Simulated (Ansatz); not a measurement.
## Geometry relaxation, with input and output: CH8O2Si2 (part 1 of 2)

CH8O2Si2, computed with RKS PBE0-D4/6-31G (Ansatz 0.2.0).

It belongs to a series of runs on one base structure; here: start relaxed.

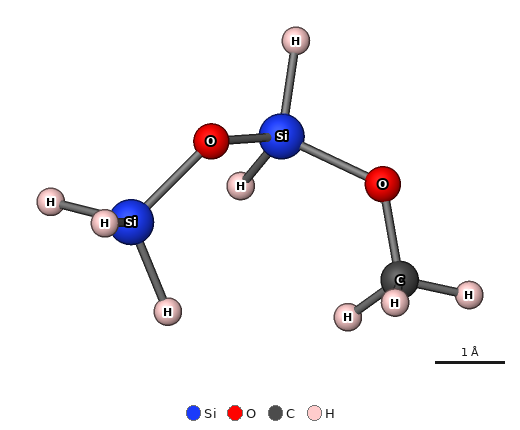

Figure 1. The starting structure (ball-and-stick view, seen at a tilt).

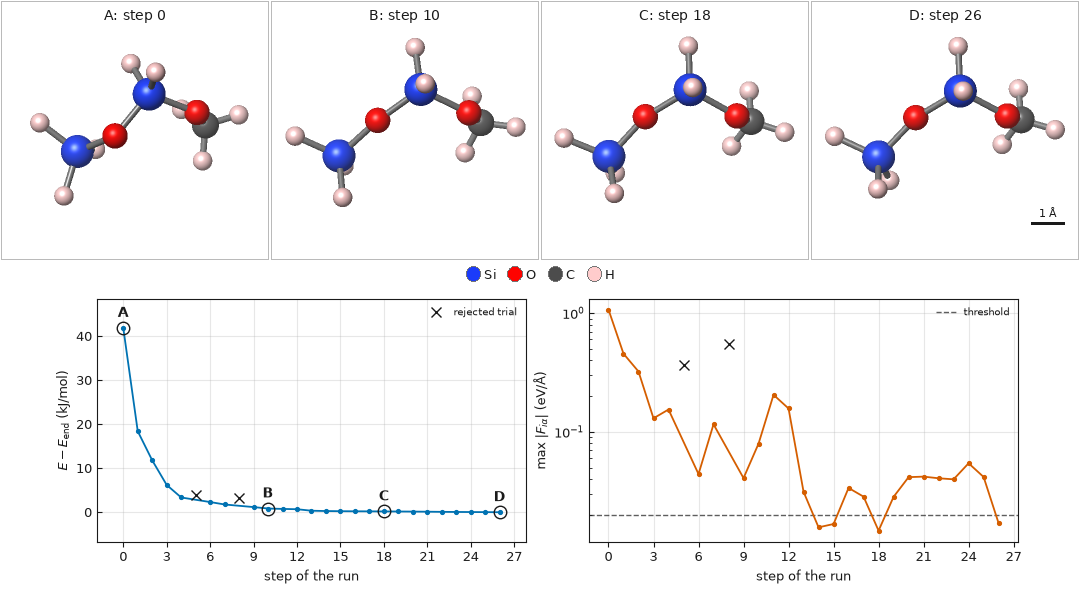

Figure 2. Frames of the relaxation (ball-and-stick view, seen at a tilt) above the curves, on which the letters mark them (the first geometry is step 0 here and step 1 in the log).

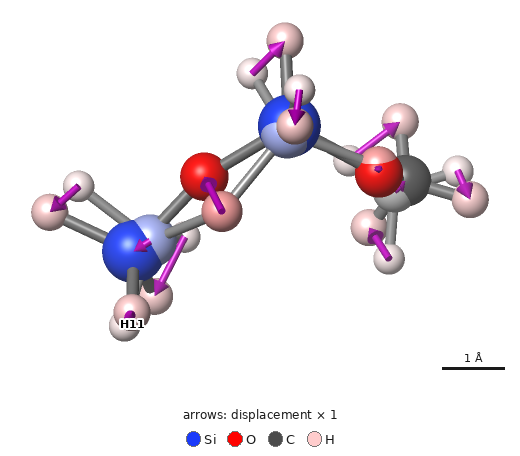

Figure 3. Start (faint) and end (solid) with the displacements as pink arrows, at true length (ball-and-stick view, seen at a tilt). The two geometries are laid on each other by the best rigid fit. Over 26 geometry steps the energy falls by 41.9 kJ/mol. The largest force component goes from 1.1 to 0.017 eV/Å. The line search rejected the trial steps at points 5, 8 (counted from 0) and went back. The atom that moves furthest after the best rigid fit is H10 (1.08 Å). By element the largest moves are H 1.08 Å, O 1.02 Å, Si 0.32 Å, C 0.25 Å. Among the contacts that change: Si1–H13 1.459 → 1.505 Å, Si9–H10 1.460 → 1.506 Å, Si1–O2 1.680 → 1.717 Å, Si1–H7 1.460 → 1.494 Å. Among the angles that change: Si1–O8–Si9 125.0° → 162.8°, O2–Si1–H7 109.5° → 104.1°, H7–Si1–H13 109.5° → 114.0°. (Atoms are counted from 1 in the order of the input.)

These pictures come from the run below.

Input file
```yaml
crystal:
  periodic: [false, false, false]
  atoms:
    - { symbol: Si, position_ang: [0.0, 0.0, 0.0] }
    - { symbol: O, position_ang: [0.0, 0.0, 1.68] }
    - { symbol: C, position_ang: [-1.1112, -0.3437, 2.4945] }
    - { symbol: H, position_ang: [-1.814, -0.9775, 1.9143] }
    - { symbol: H, position_ang: [-0.7584, -0.9037, 3.3856] }
    - { symbol: H, position_ang: [-1.6313, 0.5809, 2.8212] }
    - { symbol: H, position_ang: [1.3768, 0.0, -0.4862] }
    - { symbol: O, position_ang: [-0.7913, 1.3709, -0.5594] }
    - { symbol: Si, position_ang: [-2.4002, 1.4263, -1.0396] }
    - { symbol: H, position_ang: [-3.2124, 0.6421, -0.1138] }
    - { symbol: H, position_ang: [-2.862, 2.8114, -1.0378] }
    - { symbol: H, position_ang: [-2.5267, 0.8736, -2.385] }
    - { symbol: H, position_ang: [-0.6877, -1.1914, -0.4862] }
basis:
  gaussian: { orbitals: "6-31G" }
hamiltonian:
  xc: pbe0
  dispersion: d4
relax:
  f_tol: 0.02
  max_steps: 40
```

Launched with:
```bash
ansatz run input.yaml --threads 1 --pin off --max-ram 2048MiB --backend cpu --events-out ev --progress --plain --runs-dir out
```

Log
```
The last accepted step is kept in [file] (removed where the run ends without a failure and the disk answers)
Engine: ansatz 0.2.0, aarch64-unknown-linux-gnu
Functional definition: PBE0
  parameter a = 0.25
  parameter kappa = 0.804
  parameter beta = 0.06672455060314922
  exchange = (1 - a)*pbe_x(kappa = kappa, mu = beta*pi^2/3) + a*exact_x
  correlation = pbe_c(beta = beta)
893 factors; integrals over basis functions are off by at most 1.6e-4 eV
mean field evaluation 1: about -20994.0278 eV, gradient 6.1e1 eV
mean field evaluation 2: about -20979.0436 eV, gradient 1.1e2 eV
mean field evaluation 4: about -21000.9216 eV, gradient 5.0e0 eV
mean field evaluation 8: about -21001.0505 eV, gradient 6.5e-2 eV
mean field -21001.05047940 eV, -771.7743700947 hartree, gradient 8.7e-6 eV, S^2 0.000000; 0 other end points of the search recorded, 0 dependent functions left out
the calculation of the forces begins
reference -21001.05050989 eV, -771.7743712152 hartree; 29, 29 occupied and 40, 40 virtual orbitals, 893 factors
relax step   1: F+E_penalty+E_count = -21001.28971609 eV  Δ(F+E_penalty+E_count) = +0.000e0 eV  max|allowed force component| = 1.072e0 eV/Å  Δτ_max = 0.0000 Å  (25 SCF iters, accepted)
these checks for a lower state are left out or cut short: starts, cluster_reference, orbital_swaps, neighbouring_geometries, increment
893 factors; integrals over basis functions are off by at most 1.6e-4 eV
mean field evaluation 16: about -21001.1761 eV, gradient 3.2e0 eV
mean field -21001.29845644 eV, -771.7834830828 hartree, gradient 9.1e-6 eV, S^2 0.000000; 0 other end points of the search recorded, 0 dependent functions left out
[... from here on the field's lines of each further geometry are left out, up to the last ...]
relax step   2: F+E_penalty+E_count = -21001.53279756 eV  Δ(F+E_penalty+E_count) = -2.431e-1 eV  max|allowed force component| = 4.559e-1 eV/Å  Δτ_max = 0.1084 Å  (30 SCF iters, accepted)
relax step   3: F+E_penalty+E_count = -21001.60139203 eV  Δ(F+E_penalty+E_count) = -6.859e-2 eV  max|allowed force component| = 3.226e-1 eV/Å  Δτ_max = 0.1416 Å  (30 SCF iters, accepted)
relax step   4: F+E_penalty+E_count = -21001.65931516 eV  Δ(F+E_penalty+E_count) = -5.792e-2 eV  max|allowed force component| = 1.303e-1 eV/Å  Δτ_max = 0.2000 Å  (29 SCF iters, accepted)
relax step   5: F+E_penalty+E_count = -21001.68875533 eV  Δ(F+E_penalty+E_count) = -2.944e-2 eV  max|allowed force component| = 1.545e-1 eV/Å  Δτ_max = 0.2000 Å  (28 SCF iters, accepted)
relax step   6: F+E_penalty+E_count = -21001.68274475 eV  Δ(F+E_penalty+E_count) = +6.011e-3 eV  max|allowed force component| = 3.631e-1 eV/Å  Δτ_max = 0.1950 Å  (28 SCF iters, rejected (line search))
relax step   7: F+E_penalty+E_count = -21001.69951860 eV  Δ(F+E_penalty+E_count) = -1.076e-2 eV  max|allowed force component| = 4.424e-2 eV/Å  Δτ_max = 0.0975 Å  (29 SCF iters, accepted)
relax step   8: F+E_penalty+E_count = -21001.70526651 eV  Δ(F+E_penalty+E_count) = -5.748e-3 eV  max|allowed force component| = 1.160e-1 eV/Å  Δτ_max = 0.0953 Å  (29 SCF iters, accepted)
relax step   9: F+E_penalty+E_count = -21001.68914621 eV  Δ(F+E_penalty+E_count) = +1.612e-2 eV  max|allowed force component| = 5.547e-1 eV/Å  Δτ_max = 0.1447 Å  (29 SCF iters, rejected (line search))
relax step  10: F+E_penalty+E_count = -21001.71136325 eV  Δ(F+E_penalty+E_count) = -6.097e-3 eV  max|allowed force component| = 4.093e-2 eV/Å  Δτ_max = 0.0723 Å  (29 SCF iters, accepted)
relax step  11: F+E_penalty+E_count = -21001.71475232 eV  Δ(F+E_penalty+E_count) = -3.389e-3 eV  max|allowed force component| = 7.966e-2 eV/Å  Δτ_max = 0.0731 Å  (30 SCF iters, accepted)
relax step  12: F+E_penalty+E_count = -21001.71570204 eV  Δ(F+E_penalty+E_count) = -9.497e-4 eV  max|allowed force component| = 2.054e-1 eV/Å  Δτ_max = 0.1097 Å  (30 SCF iters, accepted)
relax step  13: F+E_penalty+E_count = -21001.71641105 eV  Δ(F+E_penalty+E_count) = -7.090e-4 eV  max|allowed force component| = 1.576e-1 eV/Å  Δτ_max = 0.0230 Å  (31 SCF iters, accepted)
relax step  14: F+E_penalty+E_count = -21001.71995220 eV  Δ(F+E_penalty+E_count) = -3.541e-3 eV  max|allowed force component| = 3.139e-2 eV/Å  Δτ_max = 0.0648 Å  (30 SCF iters, accepted)
relax step  15: F+E_penalty+E_count = -21001.72067613 eV  Δ(F+E_penalty+E_count) = -7.239e-4 eV  max|allowed force component| = 1.576e-2 eV/Å  Δτ_max = 0.0330 Å  (31 SCF iters, accepted)
relax step  16: F+E_penalty+E_count = -21001.72106902 eV  Δ(F+E_penalty+E_count) = -3.929e-4 eV  max|allowed force component| = 1.681e-2 eV/Å  Δτ_max = 0.0400 Å  (31 SCF iters, accepted)
relax step  17: F+E_penalty+E_count = -21001.72127995 eV  Δ(F+E_penalty+E_count) = -2.109e-4 eV  max|allowed force component| = 3.381e-2 eV/Å  Δτ_max = 0.0381 Å  (31 SCF iters, accepted)
relax step  18: F+E_penalty+E_count = -21001.72143134 eV  Δ(F+E_penalty+E_count) = -1.514e-4 eV  max|allowed force component| = 2.855e-2 eV/Å  Δτ_max = 0.0209 Å  (23 SCF iters, accepted)
relax step  19: F+E_penalty+E_count = -21001.72163025 eV  Δ(F+E_penalty+E_count) = -1.989e-4 eV  max|allowed force component| = 1.478e-2 eV/Å  Δτ_max = 0.0323 Å  (31 SCF iters, accepted)
relax step  20: F+E_penalty+E_count = -21001.72176837 eV  Δ(F+E_penalty+E_count) = -1.381e-4 eV  max|allowed force component| = 2.846e-2 eV/Å  Δτ_max = 0.0489 Å  (31 SCF iters, accepted)
relax step  21: F+E_penalty+E_count = -21001.72198794 eV  Δ(F+E_penalty+E_count) = -2.196e-4 eV  max|allowed force component| = 4.167e-2 eV/Å  Δτ_max = 0.0423 Å  (29 SCF iters, accepted)
relax step  22: F+E_penalty+E_count = -21001.72227471 eV  Δ(F+E_penalty+E_count) = -2.868e-4 eV  max|allowed force component| = 4.210e-2 eV/Å  Δτ_max = 0.0326 Å  (22 SCF iters, accepted)
relax step  23: F+E_penalty+E_count = -21001.72260183 eV  Δ(F+E_penalty+E_count) = -3.271e-4 eV  max|allowed force component| = 4.078e-2 eV/Å  Δτ_max = 0.0374 Å  (23 SCF iters, accepted)
relax step  24: F+E_penalty+E_count = -21001.72286701 eV  Δ(F+E_penalty+E_count) = -2.652e-4 eV  max|allowed force component| = 3.996e-2 eV/Å  Δτ_max = 0.0552 Å  (29 SCF iters, accepted)
relax step  25: F+E_penalty+E_count = -21001.72303498 eV  Δ(F+E_penalty+E_count) = -1.680e-4 eV  max|allowed force component| = 5.453e-2 eV/Å  Δτ_max = 0.0532 Å  (30 SCF iters, accepted)
relax step  26: F+E_penalty+E_count = -21001.72324374 eV  Δ(F+E_penalty+E_count) = -2.088e-4 eV  max|allowed force component| = 4.181e-2 eV/Å  Δτ_max = 0.0139 Å  (22 SCF iters, accepted)
the calculation of the forces begins
reference -21001.50060036 eV, -771.7909117349 hartree; 29, 29 occupied and 40, 40 virtual orbitals, 893 factors
relax step  27: F+E_penalty+E_count = -21001.72351518 eV  Δ(F+E_penalty+E_count) = -2.714e-4 eV  max|allowed force component| = 1.707e-2 eV/Å  Δτ_max = 0.0330 Å  (23 SCF iters, accepted)
893 factors; integrals over basis functions are off by at most 1.7e-4 eV
mean field -21001.50056921 eV, -771.7909105902 hartree, gradient 1.0e-5 eV, S^2 0.000000; 1 other end points of the search recorded, 0 dependent functions left out
the calculation of the forces begins
reference -21001.50060036 eV, -771.7909117349 hartree; 29, 29 occupied and 40, 40 virtual orbitals, 893 factors
Total energy: -21001.72354633 eV, -771.7991048482 hartree
Atom 0 at    -0.016216    -0.120935     0.047586 Å, force    -0.002911    -0.000731     0.003783 eV/Å
Atom 1 at    -0.073054     0.087795     1.751273 Å, force     0.003568     0.000094    -0.003678 eV/Å
Atom 2 at    -1.035299    -0.533387     2.619727 Å, force     0.000868    -0.000585     0.002686 eV/Å
Atom 3 at    -1.146163    -1.605046     2.404462 Å, force    -0.000341    -0.001791    -0.000893 eV/Å
Atom 4 at    -0.675045    -0.413570     3.642486 Å, force     0.000105     0.000128    -0.000998 eV/Å
Atom 5 at    -2.015618    -0.051802     2.528304 Å, force    -0.002367     0.000267    -0.000973 eV/Å
Atom 6 at     1.231847     0.589912    -0.364429 Å, force    -0.000007     0.000745     0.001092 eV/Å
Atom 7 at    -1.351421     0.539199    -0.728082 Å, force     0.001795     0.002273     0.001539 eV/Å
Atom 8 at    -2.557137     1.609534    -1.242271 Å, force    -0.008463     0.008182    -0.017070 eV/Å
Atom 9 at    -3.715471     1.568710    -0.281267 Å, force     0.014850     0.004336    -0.010626 eV/Å
Atom 10 at    -2.023055     3.016567    -1.311233 Å, force    -0.006665    -0.010437     0.008545 eV/Å
Atom 11 at    -3.025114     1.193604    -2.608591 Å, force    -0.000751    -0.001978     0.016058 eV/Å
Atom 12 at    -0.016653    -1.591682    -0.270364 Å, force     0.000319    -0.000503     0.000536 eV/Å
Dipole moment:    -0.269443    -0.090497    -0.034464 e Å
```

Trajectory as extended XYZ (Å, eV, eV/Å), 27 frames, from step=1 to step=27
```
13
Properties=species:S:1:pos:R:3:forces:R:3 step=1 energy=-21001.28972
Si    0.0000    0.0000    0.0000    1.0717   0.2418  -0.0183
O     0.0000    0.0000    1.6800    0.6550  -0.1396   0.6656
C    -1.1112   -0.3437    2.4945   -0.5738  -0.1087   0.4068
H    -1.8140   -0.9775    1.9143    0.0015   0.1231   0.4440
H    -0.7584   -0.9037    3.3856   -0.1671   0.3224  -0.4902
H    -1.6313    0.5809    2.8212    0.1450  -0.4780  -0.0766
H     1.3768    0.0000   -0.4862    0.6078   0.1230   0.0172
O    -0.7913    1.3709   -0.5594    0.5190   0.1797  -0.0981
Si   -2.4002    1.4263   -1.0396   -0.6404   0.7262  -0.3828
H    -3.2124    0.6421   -0.1138   -0.5581  -0.5270   0.5474
H    -2.8620    2.8114   -1.0378   -0.2261   0.6899   0.0166
H    -2.5267    0.8736   -2.3850   -0.1578  -0.3671  -0.7809
H    -0.6877   -1.1914   -0.4862   -0.6765  -0.7856  -0.2508
13
Properties=species:S:1:pos:R:3:forces:R:3 step=2 energy=-21001.53280
Si    0.0335   -0.0100    0.0016    0.3072   0.1041  -0.1280
O     0.0254   -0.0328    1.6952    0.2063  -0.1622   0.4559
C    -1.0915   -0.3704    2.5232   -0.2755  -0.0639   0.2370
H    -1.8142   -1.0301    2.0091    0.1389   0.0996   0.0524
H    -0.7209   -0.8914    3.4146    0.0098   0.0888  -0.1570
H    -1.6161    0.5402    2.8444    0.0591  -0.0920  -0.0700
H     1.4495    0.0404   -0.4358    0.0998   0.0672   0.0535
O    -0.8051    1.3426   -0.5914    0.1183  -0.0705  -0.1264
Si   -2.4308    1.4686   -1.0934   -0.3371   0.2472  -0.1556
H    -3.2927    0.6714   -0.1676   -0.1808  -0.1134   0.1600
H    -2.8661    2.8905   -1.0777    0.0096   0.1866   0.0116
H    -2.5893    0.8967   -2.4625   -0.0317  -0.0534  -0.2310
H    -0.7002   -1.2268   -0.4723   -0.1239  -0.2381  -0.1022
13
Properties=species:S:1:pos:R:3:forces:R:3 step=3 energy=-21001.60139
Si    0.0383   -0.0318    0.0181   -0.0399   0.1687  -0.1593
O     0.0497   -0.0636    1.7281    0.0689  -0.0472   0.0268
C    -1.0633   -0.3966    2.5701   -0.0821  -0.0406  -0.0290
H    -1.7676   -1.0834    2.0767    0.0348   0.0046   0.0047
H    -0.6710   -0.8815    3.4646    0.0228   0.0042   0.0379
H    -1.6036    0.5087    2.8607   -0.0170   0.0442   0.0115
H     1.4740    0.0926   -0.3740   -0.1161   0.0220   0.0191
O    -0.8475    1.2852   -0.6318   -0.1682  -0.3226  -0.0102
Si   -2.4803    1.4996   -1.1539    0.0523   0.0571   0.0315
H    -3.4058    0.7304   -0.2291    0.0543   0.0874  -0.0998
H    -2.8304    2.9619   -1.1204    0.0725  -0.1057   0.0171
H    -2.6532    0.9627   -2.5561    0.0162   0.0472   0.1045
H    -0.6578   -1.2953   -0.4655    0.1015   0.0806   0.0453
13
Properties=species:S:1:pos:R:3:forces:R:3 step=4 energy=-21001.65932
Si    0.0502   -0.0809    0.0233   -0.0964  -0.0087  -0.1048
O     0.0632   -0.0819    1.7347   -0.0287   0.0152   0.0965
C    -1.0524   -0.4008    2.5849    0.1114   0.0813   0.0372
H    -1.7025   -1.1655    2.1421   -0.0312  -0.0607  -0.0083
H    -0.6458   -0.7773    3.5269   -0.0389   0.0063  -0.0435
H    -1.6470    0.4972    2.7891    0.0084  -0.0232  -0.0262
H     1.4646    0.1700   -0.3644   -0.0008   0.0250  -0.0063
O    -0.9429    1.1186   -0.6503   -0.1303  -0.1117  -0.0443
Si   -2.5210    1.5213   -1.1778    0.0951  -0.0083   0.0828
H    -3.5357    0.8025   -0.3204   -0.0058   0.0307  -0.0229
H    -2.7219    3.0022   -1.0560    0.0289  -0.0067   0.0126
H    -2.7251    1.1009   -2.6087    0.0408   0.0000   0.0140
H    -0.5021   -1.4173   -0.4357    0.0476   0.0608   0.0131
13
Properties=species:S:1:pos:R:3:forces:R:3 step=5 energy=-21001.68875
Si    0.0497   -0.1282    0.0265   -0.1097   0.1134  -0.0434
O     0.0676   -0.0577    1.7417    0.0081  -0.0147  -0.0419
C    -1.0368   -0.3999    2.5949   -0.0181   0.0042  -0.0061
H    -1.6250   -1.2412    2.1983    0.0293   0.0283   0.0110
H    -0.6255   -0.6856    3.5647   -0.0059   0.0138   0.0000
H    -1.6984    0.4644    2.7284    0.0053  -0.0402  -0.0081
H     1.4343    0.2386   -0.3841   -0.0053   0.0064   0.0170
O    -1.0490    0.9498   -0.6665   -0.0369  -0.0859   0.0141
Si   -2.5557    1.5391   -1.1892    0.1545  -0.0556   0.0300
H    -3.6606    0.8841   -0.3996   -0.0217   0.0204  -0.0072
H    -2.6104    3.0253   -0.9888    0.0006   0.0013   0.0102
H    -2.7397    1.2187   -2.6476   -0.0088   0.0096   0.0119
H    -0.3691   -1.5184   -0.3912    0.0087  -0.0011   0.0125
13
Properties=species:S:1:pos:R:3:forces:R:3 step=6 energy=-21001.68274 accepted=F
Si    0.0424   -0.1718    0.0277   -0.0366   0.0842  -0.0103
O     0.0686   -0.0290    1.7418   -0.0582  -0.0292  -0.0792
C    -1.0155   -0.4088    2.6050   -0.2298  -0.0965   0.1837
H    -1.5107   -1.3473    2.2682    0.1960   0.3631   0.1570
H    -0.5908   -0.5678    3.6100   -0.1992   0.0561  -0.3319
H    -1.7736    0.3981    2.6520    0.2509  -0.3169   0.0134
H     1.4031    0.3046   -0.3811   -0.1333  -0.0635  -0.0240
O    -1.1462    0.7888   -0.6859   -0.2600  -0.0147  -0.1211
Si   -2.5750    1.5556   -1.2150    0.1024   0.0544   0.2052
H    -3.7882    1.0007   -0.4898    0.1981   0.0158  -0.0481
H    -2.4957    3.0425   -0.9252    0.0334  -0.2389  -0.0586
H    -2.7850    1.3442   -2.6954    0.1183  -0.0147   0.1097
H    -0.2519   -1.6208   -0.3249    0.0180   0.2006   0.0043
13
Properties=species:S:1:pos:R:3:forces:R:3 step=7 energy=-21001.69952
Si    0.0423   -0.1406    0.0282   -0.0320   0.0128  -0.0172
O     0.0647   -0.0397    1.7417   -0.0033   0.0052  -0.0126
C    -1.0282   -0.4083    2.5985   -0.0040   0.0008   0.0113
H    -1.5597   -1.2985    2.2323    0.0113   0.0013   0.0065
H    -0.6140   -0.6269    3.5846   -0.0011   0.0118  -0.0119
H    -1.7429    0.4181    2.6882    0.0007  -0.0171  -0.0071
H     1.4118    0.2755   -0.3895   -0.0115   0.0046   0.0063
O    -1.1025    0.8688   -0.6753   -0.0285  -0.0270  -0.0005
Si   -2.5629    1.5489   -1.1967    0.0442  -0.0091   0.0079
H    -3.7124    0.9495   -0.4262    0.0008   0.0161  -0.0059
H    -2.5416    3.0347   -0.9756    0.0055  -0.0101   0.0061
H    -2.7547    1.2620   -2.6609    0.0019   0.0058   0.0105
H    -0.3183   -1.5543   -0.3618    0.0158   0.0047   0.0065
13
Properties=species:S:1:pos:R:3:forces:R:3 step=8 energy=-21001.70527
Si    0.0290   -0.1588    0.0265    0.0540   0.0563  -0.0333
O     0.0521   -0.0188    1.7380   -0.0322  -0.0348  -0.0388
C    -1.0246   -0.4154    2.6033   -0.0417  -0.0230   0.0551
H    -1.4972   -1.3567    2.2746    0.0605   0.1160   0.0477
H    -0.6000   -0.5615    3.6010   -0.0750   0.0170  -0.0774
H    -1.7912    0.3714    2.6494    0.0637  -0.1061   0.0083
H     1.3814    0.3105   -0.3961   -0.0200  -0.0107   0.0005
O    -1.1528    0.7957   -0.6875   -0.0483  -0.0510  -0.0130
Si   -2.5703    1.5609   -1.2056    0.0622  -0.0018   0.0711
H    -3.7501    1.0129   -0.4415    0.0062   0.0159  -0.0348
H    -2.4758    3.0425   -0.9557    0.0032  -0.0469  -0.0231
H    -2.7621    1.3025   -2.6747   -0.0128   0.0161   0.0149
H    -0.2567   -1.5962   -0.3441   -0.0198   0.0529   0.0228
```
